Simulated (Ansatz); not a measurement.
**Geometry relaxation of C₃H₇AlB₂ (part 3 of 3)**

Continued. System: C₃H₇AlB₂, SMILES B[C]1=[CH][Al]1[BH]C. Method: RKS r2SCAN/cc-pVDZ (Ansatz 0.2.0). It belongs to a series of runs on one base structure; here: end point A relaxed.

Geometry of the input (Å):
```
B  -2.7165  0.0259  1.1224
C  -1.6783  0.8453  0.3112
C  -1.3339  2.0550  -0.3913
Al 0.0841  0.8078  -0.3703
B  1.8604  -0.0388  -0.7869
C  2.2022  -1.4796  -0.2651
H  -3.7849  0.5766  1.3273
H  -2.5046  -1.0040  1.4954
H  -1.5784  3.0662  -0.6594
H  2.6603  0.5911  -1.3541
H  1.4760  -2.2184  -0.6841
H  3.2524  -1.7557  -0.5573
H  2.0818  -1.5062  0.8270
```

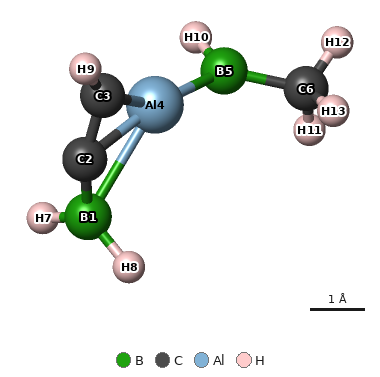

Figure 1. The geometry at step 26 of the log (ball-and-stick view, seen at a tilt; atoms are numbered from 1 in the order of the input).

### Trajectory as extended XYZ, continued
```
13
Properties=species:S:1:pos:R:3:forces:R:3 step=20 energy=-11168.58976
B    -2.5154    0.0580    0.5400    0.1241   0.3233   0.0906
C    -1.9992    1.4671    0.6144   -0.0464  -0.4552  -0.1007
C    -1.0243    2.3497    0.4296   -0.1149   0.1398   0.1230
Al   -0.3408    0.6342   -0.1394    0.1028   0.0145  -0.0100
B     1.2642   -0.4505   -0.9413    0.0695  -0.0166  -0.0794
C     2.2812   -1.3223   -0.1413    0.0404  -0.1026   0.0277
H    -3.1699   -0.2949   -0.4184   -0.0145   0.0420   0.0423
H    -2.4481   -0.6411    1.5343   -0.0335   0.0642  -0.0801
H    -0.9832    3.4253    0.6400    0.0111  -0.1450  -0.0598
H     1.3561   -0.4225   -2.1550   -0.0115  -0.0186   0.1066
H     2.0032   -2.3747   -0.3884    0.0408   0.1225  -0.0084
H     3.3194   -1.2159   -0.5169   -0.1701  -0.0130   0.0192
H     2.2775   -1.2472    0.9571    0.0023   0.0448  -0.0710
13
Properties=species:S:1:pos:R:3:forces:R:3 step=21 energy=-11168.59819
B    -2.5208    0.0583    0.5363   -0.0754  -0.1426   0.0157
C    -1.9829    1.4343    0.6055    0.1919   0.1747  -0.0650
C    -1.0188    2.3351    0.4436   -0.1141  -0.0291   0.0090
Al   -0.3012    0.6410   -0.1466   -0.2036   0.2197   0.1286
B     1.2799   -0.4378   -0.9425    0.0867  -0.1352  -0.1606
C     2.2799   -1.3184   -0.1400    0.0691  -0.0659   0.0100
H    -3.1923   -0.2843   -0.4152    0.0429   0.0238   0.0334
H    -2.4696   -0.6323    1.5329   -0.0169  -0.0166  -0.0286
H    -1.0006    3.4105    0.6454    0.0153  -0.0793   0.0008
H     1.3692   -0.4204   -2.1538    0.0047  -0.0073   0.0452
H     1.9725   -2.3662   -0.3641    0.0235   0.0850   0.0141
H     3.3071   -1.2424   -0.5407   -0.0251  -0.0246   0.0201
H     2.2982   -1.2122    0.9541    0.0008  -0.0025  -0.0228
13
Properties=species:S:1:pos:R:3:forces:R:3 step=22 energy=-11168.60031
B    -2.5168    0.0559    0.5240   -0.0221  -0.0265   0.0008
C    -1.9834    1.4349    0.6150    0.0738  -0.0180  -0.0677
C    -1.0231    2.3391    0.4701    0.0480   0.0989   0.0536
Al   -0.2891    0.6702   -0.1467   -0.1372   0.0714   0.1361
B     1.2612   -0.4610   -0.9511    0.0793  -0.0248  -0.0848
C     2.2861   -1.3071   -0.1419   -0.0002  -0.0389   0.0094
H    -3.1343   -0.2857   -0.4615   -0.0478   0.0198   0.0284
H    -2.5128   -0.6340    1.5218    0.0387  -0.0335  -0.0503
H    -0.9926    3.4094    0.6908   -0.0452  -0.0333  -0.0436
H     1.3194   -0.4875   -2.1620   -0.0029  -0.0131   0.0033
H     1.9752   -2.3594   -0.3238    0.0142  -0.0028   0.0089
H     3.3036   -1.2456   -0.5660   -0.0040  -0.0039  -0.0086
H     2.3273   -1.1640    0.9461    0.0054   0.0048   0.0143
13
Properties=species:S:1:pos:R:3:forces:R:3 step=23 energy=-11168.60342
B    -2.5213    0.0612    0.5167   -0.0301  -0.0373   0.0316
C    -1.9919    1.4401    0.6157    0.0164  -0.0062  -0.0086
C    -1.0384    2.3535    0.4834    0.0586   0.0334  -0.0490
Al   -0.2834    0.6865   -0.1153    0.0855  -0.0693  -0.0856
B     1.2753   -0.4672   -0.9504   -0.0984   0.0912   0.0736
C     2.3000   -1.3182   -0.1448   -0.0145   0.0016   0.0148
H    -3.1634   -0.2642   -0.4586    0.0207   0.0027  -0.0011
H    -2.4978   -0.6480    1.5003    0.0017  -0.0089  -0.0181
H    -1.0294    3.4268    0.6844   -0.0186  -0.0046   0.0319
H     1.3250   -0.5015   -2.1611   -0.0353   0.0138   0.0054
H     1.9771   -2.3689   -0.3122   -0.0022  -0.0100   0.0137
H     3.3114   -1.2726   -0.5846    0.0098   0.0034  -0.0040
H     2.3575   -1.1623    0.9413    0.0064  -0.0099  -0.0048
13
Properties=species:S:1:pos:R:3:forces:R:3 step=24 energy=-11168.60618
B    -2.5133    0.0574    0.5141    0.0008  -0.0014   0.0088
C    -1.9854    1.4384    0.6133   -0.0092  -0.0235  -0.0016
C    -1.0352    2.3552    0.4772    0.0299   0.0055  -0.0128
Al   -0.2805    0.6897   -0.1256    0.0189   0.0021  -0.0015
B     1.2686   -0.4616   -0.9440   -0.0299   0.0153   0.0243
C     2.2940   -1.3159   -0.1413    0.0005  -0.0002  -0.0122
H    -3.1518   -0.2680   -0.4630    0.0000   0.0051  -0.0029
H    -2.4837   -0.6584    1.4924    0.0071   0.0011  -0.0099
H    -1.0273    3.4257    0.6923   -0.0155   0.0028   0.0069
H     1.3065   -0.4964   -2.1550    0.0016  -0.0064  -0.0035
H     1.9649   -2.3660   -0.3009   -0.0031  -0.0028   0.0068
H     3.3028   -1.2774   -0.5884    0.0014   0.0001   0.0016
H     2.3610   -1.1572    0.9438   -0.0023   0.0023  -0.0040
13
Properties=species:S:1:pos:R:3:forces:R:3 step=25 energy=-11168.60693
B    -2.4974    0.0543    0.5072    0.0015   0.0065   0.0210
C    -1.9795    1.4378    0.6196   -0.0089  -0.0768  -0.0378
C    -1.0387    2.3646    0.4810   -0.0081   0.0697   0.0277
Al   -0.2646    0.7132   -0.1230   -0.0052   0.0045  -0.0109
B     1.2628   -0.4614   -0.9410    0.0048  -0.0203  -0.0114
C     2.2884   -1.3173   -0.1401   -0.0083   0.0036  -0.0012
H    -3.1349   -0.2624   -0.4737    0.0075   0.0009  -0.0040
H    -2.4607   -0.6755    1.4744    0.0017   0.0041  -0.0007
H    -1.0548    3.4341    0.7034    0.0217  -0.0031  -0.0007
H     1.2902   -0.5187   -2.1520   -0.0116   0.0112   0.0047
H     1.9499   -2.3665   -0.2851   -0.0002   0.0025   0.0045
H     3.2929   -1.2903   -0.5980   -0.0015  -0.0019   0.0047
H     2.3671   -1.1468    0.9422    0.0066  -0.0010   0.0042
13
Properties=species:S:1:pos:R:3:forces:R:3 step=26 energy=-11168.60768
B    -2.4856    0.0502    0.4992    0.0025   0.0070   0.0024
C    -1.9751    1.4347    0.6197   -0.0021  -0.0300  -0.0205
C    -1.0419    2.3717    0.4909   -0.0186   0.0227   0.0209
Al   -0.2522    0.7327   -0.1240   -0.0070   0.0078   0.0019
B     1.2556   -0.4650   -0.9416    0.0182   0.0006  -0.0122
C     2.2840   -1.3160   -0.1387   -0.0039  -0.0091  -0.0007
H    -3.1128   -0.2646   -0.4889   -0.0005  -0.0020  -0.0007
H    -2.4495   -0.6855    1.4615    0.0066   0.0015   0.0028
H    -1.0670    3.4395    0.7201    0.0159  -0.0008  -0.0041
H     1.2689   -0.5348   -2.1523   -0.0055  -0.0012   0.0099
H     1.9351   -2.3651   -0.2614    0.0060   0.0112   0.0074
H     3.2831   -1.3049   -0.6096   -0.0111  -0.0034   0.0089
H     2.3782   -1.1276    0.9400   -0.0004  -0.0043  -0.0161
13
Properties=species:S:1:pos:R:3:forces:R:3 step=27 energy=-11168.60805
B    -2.4675    0.0432    0.4890    0.0049  -0.0023  -0.0194
C    -1.9710    1.4307    0.6189    0.0202   0.0370  -0.0006
C    -1.0498    2.3827    0.5030   -0.0345  -0.0334   0.0100
Al   -0.2358    0.7615   -0.1253    0.0134   0.0092   0.0050
B     1.2543   -0.4599   -0.9431   -0.0255  -0.0250  -0.0128
C     2.2768   -1.3156   -0.1375    0.0215  -0.0148   0.0072
H    -3.0835   -0.2722   -0.5061   -0.0051  -0.0033   0.0069
H    -2.4263   -0.6990    1.4458    0.0082   0.0004   0.0040
H    -1.0880    3.4482    0.7407    0.0052  -0.0037  -0.0063
H     1.2453   -0.5537   -2.1526    0.0122   0.0111   0.0189
H     1.9055   -2.3606   -0.2311    0.0086   0.0379   0.0038
H     3.2695   -1.3348   -0.6229   -0.0267  -0.0040   0.0197
H     2.3911   -1.1055    0.9359   -0.0023  -0.0090  -0.0363
13
Properties=species:S:1:pos:R:3:forces:R:3 step=28 energy=-11168.60833
B    -2.4568    0.0395    0.4849    0.0004   0.0020  -0.0131
C    -1.9691    1.4296    0.6179    0.0136   0.0381   0.0030
C    -1.0537    2.3878    0.5061   -0.0278  -0.0403  -0.0020
Al   -0.2284    0.7740   -0.1257    0.0007   0.0096   0.0052
B     1.2490   -0.4612   -0.9430    0.0118   0.0106  -0.0182
C     2.2708   -1.3168   -0.1368    0.0170  -0.0283   0.0059
H    -3.0733   -0.2779   -0.5093    0.0014  -0.0029   0.0068
H    -2.4080   -0.7042    1.4402    0.0043  -0.0009   0.0042
H    -1.0974    3.4529    0.7451    0.0043  -0.0071  -0.0013
H     1.2422   -0.5522   -2.1526   -0.0002  -0.0030   0.0176
H     1.8931   -2.3602   -0.2216    0.0089   0.0312   0.0044
H     3.2618   -1.3452   -0.6251   -0.0292  -0.0008   0.0147
H     2.3904   -1.1009    0.9347   -0.0053  -0.0080  -0.0272
13
Properties=species:S:1:pos:R:3:forces:R:3 step=29 energy=-11168.60859
B    -2.4488    0.0362    0.4845   -0.0008   0.0008  -0.0040
C    -1.9689    1.4293    0.6168    0.0033   0.0147  -0.0003
C    -1.0578    2.3908    0.5047   -0.0104  -0.0145  -0.0026
Al   -0.2247    0.7815   -0.1269   -0.0030   0.0073   0.0011
B     1.2508   -0.4557   -0.9440    0.0107   0.0067  -0.0099
C     2.2655   -1.3183   -0.1364    0.0138  -0.0176   0.0009
H    -3.0668   -0.2863   -0.5071    0.0041  -0.0012   0.0053
H    -2.3921   -0.7061    1.4407    0.0006  -0.0008   0.0016
H    -1.1041    3.4556    0.7444    0.0022  -0.0064   0.0006
H     1.2469   -0.5447   -2.1532   -0.0020  -0.0015   0.0072
H     1.8789   -2.3579   -0.2205    0.0011   0.0143   0.0008
H     3.2566   -1.3560   -0.6227   -0.0161   0.0002   0.0060
H     2.3851   -1.1033    0.9346   -0.0035  -0.0020  -0.0067
13
Properties=species:S:1:pos:R:3:forces:R:3 step=30 energy=-11168.60886
B    -2.4267    0.0274    0.4833   -0.0008   0.0036   0.0047
C    -1.9673    1.4276    0.6144   -0.0030  -0.0193  -0.0045
C    -1.0686    2.4004    0.5028    0.0100   0.0138   0.0031
Al   -0.2132    0.8050   -0.1313   -0.0050   0.0008   0.0025
B     1.2548   -0.4427   -0.9463    0.0063  -0.0034   0.0029
C     2.2523   -1.3222   -0.1354    0.0092  -0.0052  -0.0129
H    -3.0418   -0.3074   -0.5058    0.0017   0.0026   0.0039
H    -2.3558   -0.7124    1.4412    0.0005   0.0028  -0.0058
H    -1.1251    3.4637    0.7468   -0.0029  -0.0066  -0.0040
H     1.2541   -0.5306   -2.1551   -0.0029   0.0014  -0.0054
H     1.8406   -2.3525   -0.2135   -0.0034   0.0061  -0.0025
H     3.2423   -1.3857   -0.6204   -0.0107   0.0009   0.0026
H     2.3751   -1.1054    0.9342    0.0009   0.0026   0.0155
13
Properties=species:S:1:pos:R:3:forces:R:3 step=31 energy=-11168.60890
B    -2.4176    0.0235    0.4828    0.0000   0.0037   0.0085
C    -1.9657    1.4260    0.6138    0.0017  -0.0147  -0.0026
C    -1.0721    2.4037    0.5027    0.0056   0.0096  -0.0043
Al   -0.2078    0.8139   -0.1320   -0.0070   0.0035  -0.0001
B     1.2573   -0.4368   -0.9472   -0.0020  -0.0085   0.0081
C     2.2471   -1.3234   -0.1345    0.0090  -0.0005  -0.0147
H    -3.0338   -0.3139   -0.5046    0.0043   0.0010  -0.0002
H    -2.3396   -0.7167    1.4397   -0.0030   0.0031  -0.0037
H    -1.1345    3.4669    0.7455   -0.0020  -0.0050   0.0024
H     1.2560   -0.5242   -2.1561    0.0024   0.0012  -0.0040
H     1.8233   -2.3490   -0.2104   -0.0016   0.0061  -0.0012
H     3.2361   -1.3987   -0.6197   -0.0078  -0.0009   0.0046
H     2.3719   -1.1059    0.9349    0.0005   0.0015   0.0073
```

### Key numbers

- outcome: converged
- total energy: −11168.6089 eV
- mean-field energy: −11168.6089 eV
- largest force (length of the vector) at the end: 0.017 eV/Å
- hardware: 2 threads of Intel Xeon (Granite Rapids), 16 GiB of memory available, shared host
- wall time: 71 s (CPU time 2.3 min)
- peak memory: 0.21 GiB
